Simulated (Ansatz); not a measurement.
# C$_{3}$H$_{2}$F$_{6}$ (SMILES FC(F)C(F)(F)C(F)F): what the fields show

```xyz
11

F    -1.4170    1.7676    0.7872
C    -0.2528    1.1598    0.5193
F     0.3827    0.9090    1.6853
C    -0.5297   -0.1739   -0.1838
F    -1.0609    0.0937   -1.3891
F    -1.4168   -0.8883    0.5297
C     0.7364   -1.0216   -0.3520
F     0.4576   -2.0839   -1.1204
F     1.6768   -0.2744   -0.9716
H     0.3686    1.8133   -0.0986
H     1.1204   -1.3585    0.6145
```

Geometry: PBE0-D4/def2-TZVP.

Computed with RKS PBE0-D4/def2-TZVPP (Ansatz).

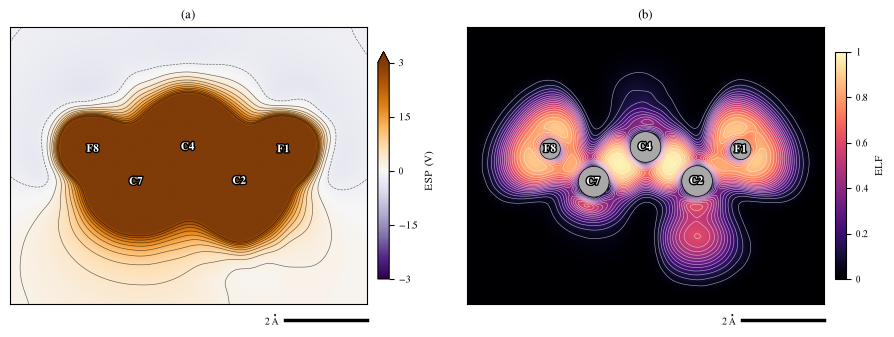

Figure 1. (a) molecular electrostatic potential; (b) electron localisation function on the plane of atoms C4, C7 and F8. Grey discs cover the atomic cores in the ELF map.

Question: What do the fields say about this system?

Answer:
- Atoms in the plane: F and C.
- C–F (1.34 Å): the ELF peaks at about 0.85 between the atoms: a shared but strongly polarised pair.
- C–C (1.53 Å): the ELF peaks at about 1 between the atoms: a covalent bond.
- The ELF also peaks beside F8 and F1, away from the bonds: lone-pair regions.
- Outside the dense part of the molecule the potential is most negative (−0.4 V) near F1 and F8.

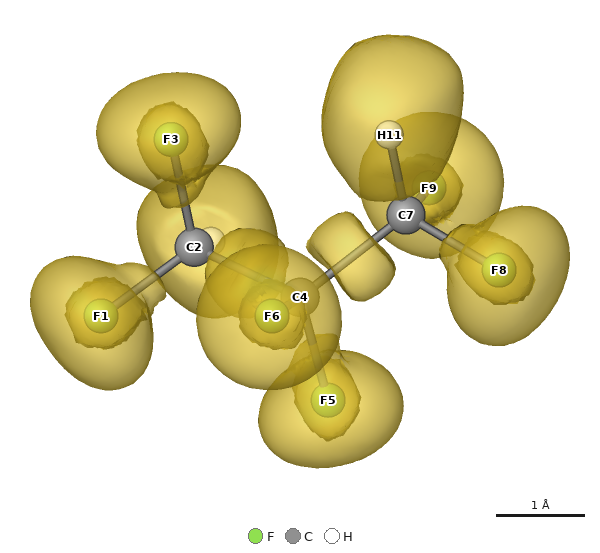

Figure 2. Isosurface of the electron localisation function at 0.75 (yellow), seen at a tilt. Only the valence region is drawn (cores and ρ < 0.01 e/Å³ removed).

Question: What do the ELF domains correspond to?

Answer: At this value the surface marks out two regions between bonded C–C atoms (shared pairs), two regions around hydrogen nuclei and six regions on F in which the atom's valence shell and bonds are merged.

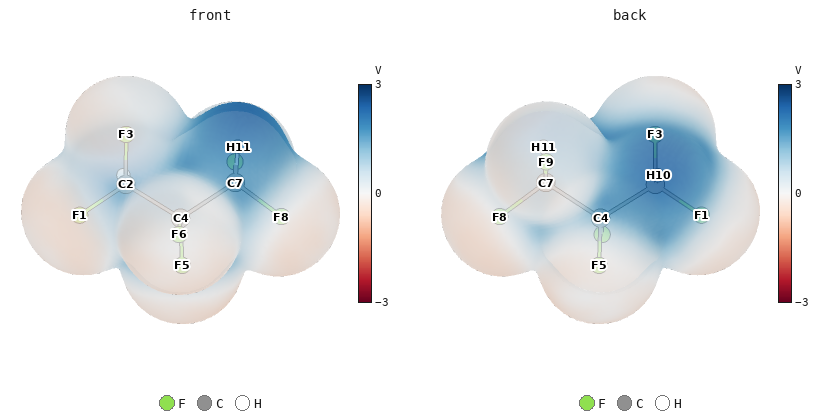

Figure 3. The electrostatic potential painted on the density surface at 0.004 e/bohr³, seen from the front and from behind; red is negative and blue positive.

Question: Which sites attract a positive test charge, and which a negative one?

Answer: A positive charge is drawn to the negative regions and a negative charge to the positive ones. The most negative region (about −0.4 V) lies over F1, F5 and F8, the most positive (about +2.3 V) over H10 and H11.
